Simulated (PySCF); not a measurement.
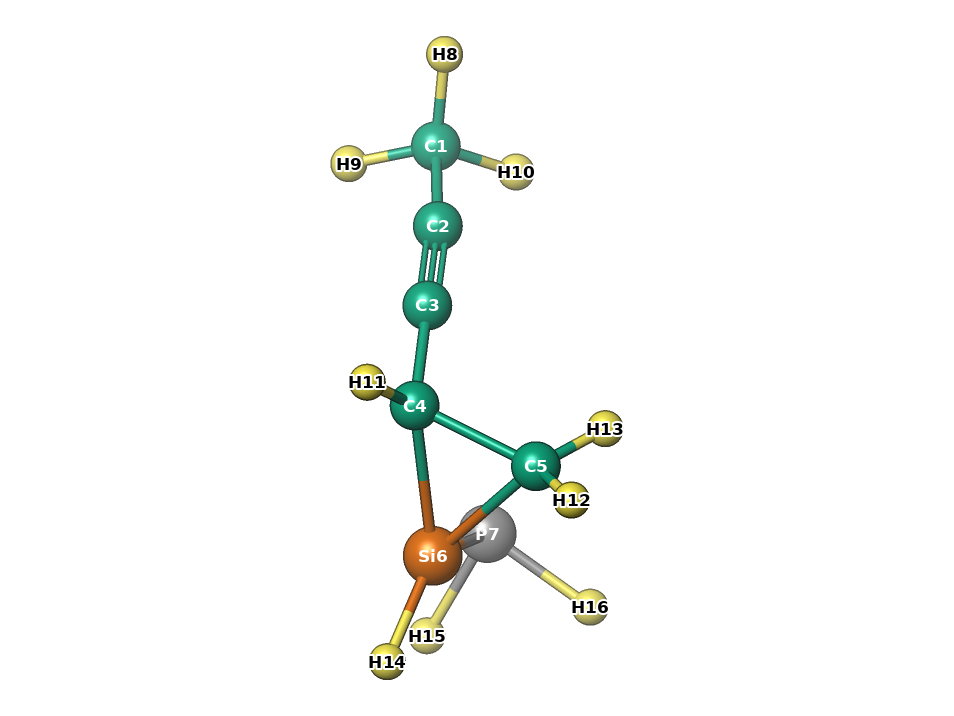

P7 lies behind Si6. The molecule seen a little off the Si6–P7 bond, Si6 in front. Atoms fade into the background with distance from the viewer. Geometry: a frame of a GFN2-xTB molecular-dynamics simulation, not a minimum.

> What is the torsion angle C4–Si6–P7–H15? The sign is positive where the front bond must turn clockwise to cover the back bond.

−148°, anticlinal.
